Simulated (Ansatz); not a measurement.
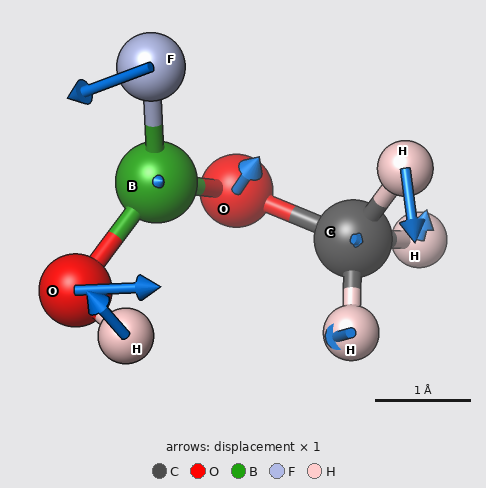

A relaxation of CH$_{4}$BFO$_{2}$. The starting structure is drawn; blue arrows show the displacements, at their true length. The two geometries are superimposed by the best rigid fit.

Style: ball-and-stick. Shown at a tilt.

The run prepares an end point of a later path (hydrogen shift) calculation, from a guessed geometry.

Method: RKS r2SCANh-D4/6-31G* in Ansatz.

The input:
```yaml
crystal:
  periodic: [false, false, false]
  atoms:
    - { symbol: C, position_ang: [-0.5813, 0.3911, -0.9712] }
    - { symbol: O, position_ang: [-1.0292, -0.0248, 0.287] }
    - { symbol: B, position_ang: [0.1438, -0.1821, 1.1088] }
    - { symbol: O, position_ang: [0.937, -1.4612, 1.1722] }
    - { symbol: F, position_ang: [0.6456, 0.9082, 1.9186] }
    - { symbol: H, position_ang: [-1.5383, 0.5782, -1.6087] }
    - { symbol: H, position_ang: [0.0504, -0.3014, -1.4976] }
    - { symbol: H, position_ang: [-0.0925, 1.4486, -0.9318] }
    - { symbol: H, position_ang: [1.5531, -1.4029, 0.5056] }
basis:
  gaussian: { orbitals: "6-31G*" }
hamiltonian:
  xc: r2scanh
  dispersion: d4
relax:
  f_tol: 0.02
  max_steps: 50
output:
  orbitals: {}
```

Command:
```bash
ansatz run input.yaml --threads 2 --pin off --max-ram 3072MiB --backend cpu --events-out ev --progress --plain --runs-dir out
```

Question: What happened in the run?

Answer: F5 moves most after the best rigid fit: 1.16 Å. By element the largest moves are F 1.16 Å, O 0.99 Å, H 0.82 Å, C 0.14 Å, B 0.11 Å. Among the contacts that change: B3–O4 1.506 → 1.363 Å, B3–F5 1.448 → 1.338 Å, O2–B3 1.441 → 1.349 Å, C1–H6 1.165 → 1.091 Å. Bond angles that change, for instance: C1–O2–B3 106.5° → 119.0°, H6–C1–H8 102.5° → 109.4°, B3–O4–H9 105.7° → 111.1°. Groups turn about B3–O4 by about 90°, O2–B3 by about 90°. The energy falls by 1.966 eV in 27 accepted moves (31 points after the start). The largest force component goes from 4.6 to 0.01 eV/Å. The line search rejected the trial steps at points 12, 14, 17, 26 of the run. The forces were under the threshold at step 11, but the run went on from there. Cost: 2.4 min on 2 threads of Arm Neoverse N1, on a shared host, peak memory 0.18 GiB.
